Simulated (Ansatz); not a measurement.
**singlet [SiF3]− at 6 levels**

Aim: a comparison of 6 runs (BHLYP/STO-3G, SVWN5/STO-3G, r2SCAN/STO-3G, CCSDTQ/STO-3G, CCSD(T)/STO-3G, FCI/STO-3G) of singlet [SiF3]−. 

The results are computed with Ansatz 0.2.0.

9 further runs of the same task are left out: 7 that didn't finish, 2 set aside as unsound or not needed.

### Step 1. The structure to begin with

The species is [SiF3]− (4 atoms), meant as a singlet with charge -1. SMILES of the parent species: `F[Si](F)F`. The coordinates come from a PBE0-D4/def2-TZVP relaxation. That shape belongs to the parent species and isn't relaxed for this state.

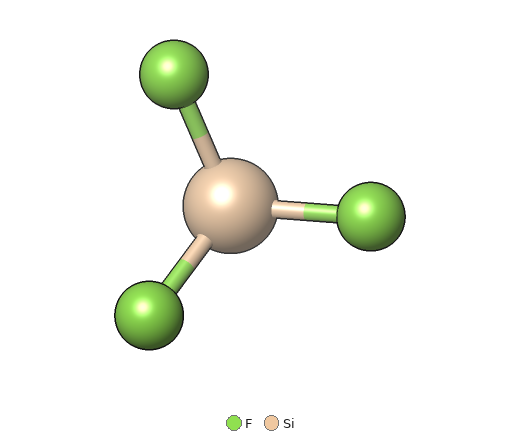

The structure, seen from a chosen angle (fluorine green, silicon light orange).

### Step 2. The energy at BHLYP/STO-3G (run 1)

The input, run.yaml:

```yaml
crystal:
  periodic: [false, false, false]
  atoms:
    - symbol: F
      position_ang: [0.784850, -0.507040, 1.151700]
    - symbol: Si
      position_ang: [-0.282750, 0.213060, 0.234280]
    - symbol: F
      position_ang: [-0.994260, -0.892250, -0.644340]
    - symbol: F
      position_ang: [0.492160, 1.186230, -0.741640]
basis:
  gaussian: {orbitals: STO-3G}
total_charge: -1
magnetization: {spin_polarized: false}
hamiltonian: {xc: {name: BHLYP}}
accuracy: high
```

Command:

```
$ ansatz run run.yaml --threads 1 --pin off --max-ram 3480MiB --events-out events.jsonl --progress --plain --runs-dir runs
```

Log:

```text
Warning: RAYON_NUM_THREADS=1 ignored (pool sized by the plan → 1); use --threads N
Functional definition: BHLYP
  name "BHLYP"
  parameter a = 0.5
  exchange = (1 - a)*b88_x + a*exact_x
  correlation = lyp_c
460 factors; integrals over basis functions are off by at most 3.1e-8 eV
mean field evaluation 1: about -15810.8769 eV, gradient 1.2e1 eV
mean field evaluation 2: about -15811.4796 eV, gradient 4.4e0 eV
mean field evaluation 4: about -15811.5429 eV, gradient 5.0e-2 eV
mean field evaluation 8: about -15811.6053 eV, gradient 3.0e-4 eV
mean field -15811.60531721 eV, -581.0657779166 hartree, gradient 6.1e-8 eV, S^2 0.000000; 0 other end points of the search recorded, 0 dependent functions left out
reference -15811.60533114 eV, -581.0657784285 hartree; 21, 21 occupied and 3, 3 virtual orbitals, 460 factors
Total energy: -15811.60533114 eV, -581.0657784285 hartree
```

Wall time 1.1 s (1 thread of Intel Xeon Platinum 8375C at 2.90GHz (Ice Lake), shared host); peak memory 0.12 GiB.

### Step 3. The energy at SVWN5/STO-3G (run 2)

The input, in.yaml:

```yaml
basis:
  gaussian: {orbitals: STO-3G}
crystal:
  periodic: [false, false, false]
  atoms:
    - {symbol: F, position_ang: [0.784850, -0.507040, 1.151700]}
    - {symbol: Si, position_ang: [-0.282750, 0.213060, 0.234280]}
    - {symbol: F, position_ang: [-0.994260, -0.892250, -0.644340]}
    - {symbol: F, position_ang: [0.492160, 1.186230, -0.741640]}
accuracy: high
total_charge: -1
hamiltonian: {xc: {name: SVWN5}}
```

Command:

```
$ ansatz run in.yaml --threads 1 --pin off --max-ram 3480MiB --events-out events.jsonl --progress --plain --runs-dir runs
```

Log:

```text
Warning: RAYON_NUM_THREADS=1 ignored (pool sized by the plan → 1); use --threads N
Functional definition: SVWN5
  name "SVWN5"
  exchange = slater_x
  correlation = vwn5_c
460 factors; integrals over basis functions are off by at most 3.1e-8 eV
mean field evaluation 1: about -15727.3330 eV, gradient 7.0e0 eV
mean field evaluation 2: about -15727.5929 eV, gradient 2.0e0 eV
mean field evaluation 4: about -15727.6103 eV, gradient 1.2e-2 eV
mean field evaluation 8: about -15727.6004 eV, gradient 2.4e-4 eV
mean field -15727.60042378 eV, -577.9786550233 hartree, gradient 6.5e-8 eV, S^2 0.000000; 0 other end points of the search recorded, 0 dependent functions left out
reference -15727.60042502 eV, -577.9786550690 hartree; 21, 21 occupied and 3, 3 virtual orbitals, 460 factors
Total energy: -15727.60042502 eV, -577.9786550690 hartree
```

It took 0.62 s on 1 thread of Intel Xeon Platinum 8375C at 2.90GHz (Ice Lake), shared host; peak memory 0.11 GiB.

Runs 3 to 5 aren't shown in full; the table further down has their settings and results.

### Step 4. The energy at FCI/STO-3G (run 6)

The input, input.yaml:

```yaml
crystal:
  periodic: [false, false, false]
  atoms:
    - {symbol: F, position_ang: [0.784850, -0.507040, 1.151700]}
    - {symbol: Si, position_ang: [-0.282750, 0.213060, 0.234280]}
    - {symbol: F, position_ang: [-0.994260, -0.892250, -0.644340]}
    - {symbol: F, position_ang: [0.492160, 1.186230, -0.741640]}
basis:
  gaussian: {orbitals: STO-3G}
total_charge: -1
correlation: {method: fci, frozen_orbitals: {F: 1, Si: 5}}
accuracy: high
```

Command:

```
$ ansatz run input.yaml --threads 1 --pin off --max-ram 3480MiB --events-out events.jsonl --progress --plain --runs-dir runs
```

Log:

```text
Warning: RAYON_NUM_THREADS=1 ignored (pool sized by the plan → 1); use --threads N
Functional definition: HF
  name "HF"
  exchange = exact_x
  correlation = 0
460 factors; integrals over basis functions are off by at most 3.1e-8 eV
mean field evaluation 1: about -15768.6650 eV, gradient 1.5e1 eV
mean field evaluation 2: about -15768.7750 eV, gradient 1.5e1 eV
mean field evaluation 4: about -15769.9084 eV, gradient 1.1e0 eV
mean field evaluation 8: about -15769.9199 eV, gradient 3.0e-6 eV
mean field -15769.91988811 eV, -579.5338666523 hartree, gradient 2.8e-8 eV, S^2 0.000000; 0 other end points of the search recorded, 0 dependent functions left out
8 core orbitals not correlated: weight in the atoms' cores, before any rotation towards them, 1.000 or more for the frozen orbitals, at most 0.000 for the correlated occupied ones
reference -15769.91988811 eV, -579.5338666523 hartree; 13, 13 occupied and 3, 3 virtual orbitals, 460 factors
state -15771.84989658 eV, -579.6047931555 hartree
Total energy: -15771.84989658 eV, -579.6047931555 hartree
```

Run time: 0.89 s. Hardware: 1 thread of Intel Xeon Platinum 8375C at 2.90GHz (Ice Lake), shared host; peak memory 0.11 GiB.

### Step 5. The series

```csv
run,level,frozen core orbitals,energy (Eh),wall time
1,BHLYP/STO-3G,–,-581.065778,1.1 s
2,SVWN5/STO-3G,–,-577.978655,0.62 s
3,r2SCAN/STO-3G,–,-581.024135,2.4 s
4,CCSDTQ/STO-3G,8,-579.604798,21 s
5,CCSD(T)/STO-3G,8,-579.604356,0.3 s
6,FCI/STO-3G,8,-579.604793,0.89 s
```

### Step 6. Results

| quantity | value |
| --- | --- |
| run 6: total energy | -579.60479 Eh |
| run 6: correlation energy (8 core orbitals frozen) | -70.9 mEh |

**Reading.** Against full CI in this basis: CCSDTQ -0.0 mEh; CCSD(T) +0.4 mEh. Totals of different functionals can't be ranked against each other. In runs 1, 2, 3, 4, 5, 6 the basis is minimal, so the values are rough. All runs together took 26 s, the longest 21 s.
